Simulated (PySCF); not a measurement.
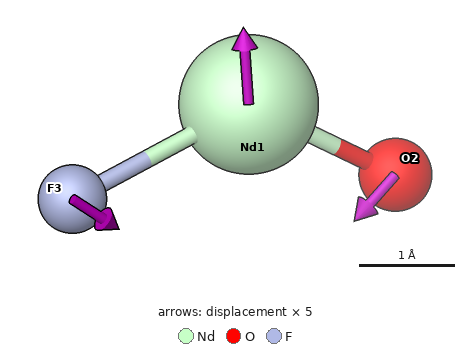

This is a relaxation of NdOF (charge −1). The starting structure is drawn; purple arrows show the displacements, 5 times their true length. The two geometries are superimposed by the best rigid fit.

Style: ball-and-stick. Shown from a free direction.

The calculation used PySCF, RKS PBE0, Nd lcecp-0-SVP with ECP50, O def2-SVP, F def2-SVP; non-relativistic Hamiltonian with scalar-relativistic core potentials; density fitting. Set-up: symmetry kept (Cs).

What did the optimiser do to the structure, and how much energy did it gain?

The energy falls by 2.42 kcal/mol in 6 geometry steps. Largest force component: 1.2 eV/Å at the start, 0.021 eV/Å at the end. Nd1 moves most after the best rigid fit: 0.17 Å. Largest moves by element: Nd 0.17 Å, O 0.14 Å, F 0.14 Å. Near-neighbour distances that change, for instance: Nd1–O2 1.985 → 2.042 Å, Nd1–F3 2.290 → 2.276 Å. Among the angles between lasting bonds that change: O2–Nd1–F3 131.8° → 117.2°.

Limits of the set-up: the basis has no diffuse functions, which an anion needs.
